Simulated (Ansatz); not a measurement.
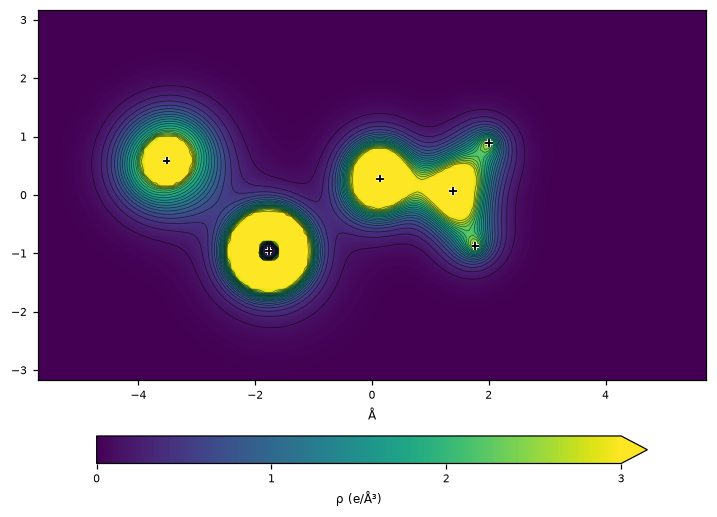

The electron density on a plane through atoms (crosses mark nuclei in the plane).

These are results of isolated molecule in a Gaussian basis; Kohn-Sham density functional theory, functional PBE0 in Ansatz 0.2.0, not measurements.

Candidates:
A. CH3BF (charge +1)
B. FH2In2NSi
C. ClH2InNO (charge +1, triplet)

**Which system is this?**

Candidate C: ClH2InNO on the molecular plane, which holds Cl, In, N, O and H. N–O (1.26 Å): the density is about 3.1 e/Å³ at the midpoint. In–O (2.28 Å): the density is about 0.37 e/Å³ at the midpoint.
